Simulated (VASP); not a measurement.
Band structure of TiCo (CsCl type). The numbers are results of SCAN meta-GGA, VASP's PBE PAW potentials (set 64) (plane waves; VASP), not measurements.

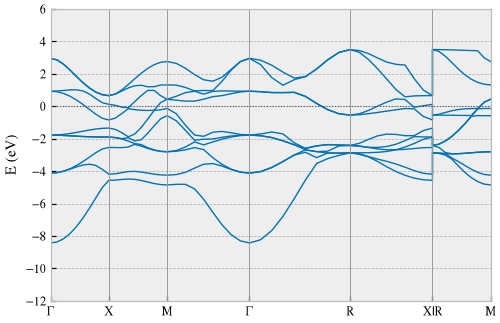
Figure. Bands along high-symmetry lines, zero at the valence-band maximum or, without a gap, the Fermi level

**Question.** Read the plot: is there a gap, and where are the band edges?

**Answer.** It has no gap at this level: it comes out as a metal or semimetal.

The compound is TiCo in the CsCl type structure. It was relaxed first. The run is not spin-polarised, so no magnetic state was tried. The electron count is odd and the run is not spin-polarised, which forces a metal.
